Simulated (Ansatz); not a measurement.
The end point of a relaxation of ZnCu2SnS4. Space group I-42m (No. 121), AFLOW prototype A2BC4D_tI16_121_d_a_i_b (H2_6, as in FeCu2SnS4). Method: r2SCAN (plane waves to 500 eV, PAW, scalar-relativistic; Ansatz, a program for electronic structure).

Space group I-42m (No. 121); a = 5.405 Å, b = 5.405 Å, c = 10.852 Å, α = 90.00°, β = 90.00°, γ = 90.00°

```json
[
 {"atom": "Cu", "site": "4d", "symmetry": "-4..", "x": "0.0000", "y": "0.5000", "z": "0.2500"},
 {"atom": "Zn", "site": "2a", "symmetry": "-42m", "x": "0.0000", "y": "0.0000", "z": "0.0000"},
 {"atom": "S", "site": "8i", "symmetry": "..m", "x": "0.2576", "y": "0.2576", "z": "0.3671"},
 {"atom": "Sn", "site": "2b", "symmetry": "-42m", "x": "0.0000", "y": "0.0000", "z": "0.5000"}
]
```
(The calculation used a cell of 8 atoms; values per cell refer to that cell.)

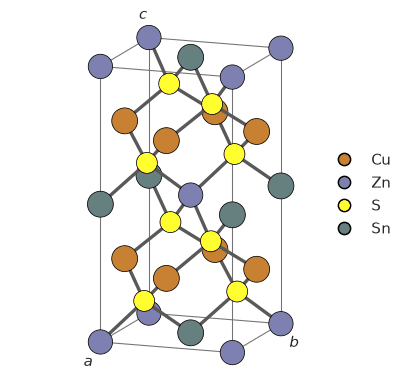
Figure: The conventional cell of the relaxed structure

```json
{
 "volume_per_atom": "19.81 Å³",
 "density": "4.60 g/cm³",
 "band_gap": "0.33 eV, direct at Γ (no spin-orbit coupling)",
 "shortest_distances": "Cu–S 2.30 Å; S–Zn 2.35 Å; S–Sn 2.44 Å",
 "k-mesh": "9×9×9"
}
```

Band energies at high-symmetry points (eV from the VBM; labels of this space group; no spin-orbit coupling), from −5 eV up to 4.7 eV:

```
point                                                                                                                                              energies
-----  ----------------------------------------------------------------------------------------------------------------------------------------------------
Γ                   -4.76 -4.76 -4.44 -4.17 -4.17 -3.74 -3.26 -3.26 -2.04 -1.99 -1.95 -1.95 -1.85 -1.69 -1.60 -0.17 0.00 0.00 0.33 2.11 3.41 3.84 3.84 4.27
X                      -4.95 -4.44 -4.04 -3.91 -3.87 -3.40 -3.36 -3.28 -1.98 -1.95 -1.70 -1.69 -1.51 -1.38 -1.36 -0.54 -0.49 -0.41 0.71 2.85 3.08 4.42 4.61
P                      -4.30 -4.30 -4.09 -3.91 -3.87 -3.68 -3.33 -3.33 -1.97 -1.97 -1.62 -1.59 -1.59 -1.55 -1.02 -1.02 -0.46 -0.44 0.95 2.69 3.86 3.86 4.52
N                            -4.93 -4.44 -4.13 -3.97 -3.65 -3.63 -3.62 -2.07 -2.03 -1.92 -1.87 -1.36 -1.35 -1.18 -1.12 -0.83 -0.78 1.83 3.39 3.71 4.14 4.33
M      -4.84 -4.57 -4.57 -4.12 -4.12 -4.10 -4.03 -2.97 -2.97 -2.31 -1.99 -1.86 -1.84 -1.84 -1.74 -1.41 -1.24 -0.63 -0.63 1.39 2.13 2.13 2.33 3.39 4.17 4.24
S                      -4.98 -4.61 -4.43 -4.37 -4.05 -3.77 -3.58 -3.32 -2.15 -1.93 -1.91 -1.87 -1.49 -1.38 -1.29 -1.26 -0.91 -0.52 1.73 2.63 3.48 3.95 4.14
S0                     -4.98 -4.61 -4.43 -4.37 -4.05 -3.77 -3.58 -3.32 -2.15 -1.93 -1.91 -1.87 -1.49 -1.38 -1.29 -1.26 -0.91 -0.52 1.73 2.63 3.48 3.95 4.14
R                 -4.91 -4.42 -4.11 -3.96 -3.92 -3.58 -3.44 -3.24 -2.04 -1.95 -1.78 -1.72 -1.63 -1.44 -1.22 -0.74 -0.68 -0.45 1.00 3.24 3.31 4.16 4.52 4.53
```

No spin polarisation in the result.

The run could not lose the symmetry of its start.

The first start was generated by placing the elements on the sites of a structure type. Materials Project lists a structure of ZnCu2SnS4 in the same space group, I-42m (No. 121); the sites were not compared with it, nor with measured phases. Known forms of ZnCu2SnS4 include space group No. 82.
